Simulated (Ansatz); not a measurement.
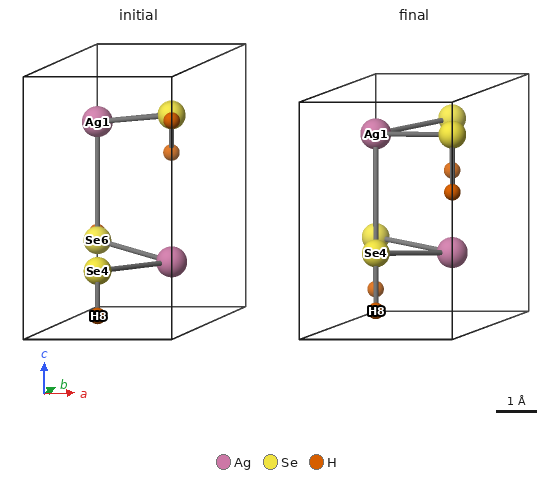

The structure of crystalline AgH$_{2}$Se$_{2}$ (a generated structure, set up in Cmc2_1) before (left) and after (right) a relaxation, at one scale.

Style: ball-and-stick. Shown: the cell of the calculation, slightly off an axis.

The start is a swapped structure.

The calculation used DFT, PAW plane waves, LDA (Ansatz). Settings: plane-wave cutoff 420 eV; k-point mesh 6 × 6 × 3; occupations gaussian; smearing width 0.2328 eV; no spin polarisation; cell and atoms relaxed; force threshold 0.03 eV/Å; at most 40 steps.

Question: Describe what moved and what it gained.

Answer: Over 20 accepted moves (23 points after the start) the energy falls by 240 meV per atom. With the target pressure of 5 GPa, the enthalpy E + pV changes by −347 meV per atom. The largest force component goes from 6.3 to 0.00096 eV/Å. Pressure: 11.29 GPa at the start and 5.00 GPa at the end. The line search rejected the trial step at point 16 of the run. The SCF was repeated twice at an unchanged geometry on a basis and grid sized afresh for the cell, which shifted the energy by 0.8 meV per atom at most. The largest moves relative to the cell, 1.32 Å, are those of H atoms. Largest moves by element: H 1.32 Å, Se 1.13 Å, Ag 0.86 Å. Cell: a 3.755 → 3.871 Å (+3.1 %), b 7.004 → 6.098 Å (−12.9 %), c 6.697 → 6.054 Å (−9.6 %), γ 74.5° → 71.5°. Volume −20.1 %. Some distances before and after: Ag–Se 4.863 → 3.300 Å, Se–Se 3.985 → 3.098 Å, Ag–Se 3.002 → 3.301 Å, H–Se 1.276 → 1.504 Å. Bond angles that change, for instance: Ag–Se–H 129.9° → 100.1°, Ag–Se–H 112.1° → 100.1°. The space group (tolerance 0.01 Å) goes from Cmc2_1 (No. 36) to Fmm2 (No. 42).
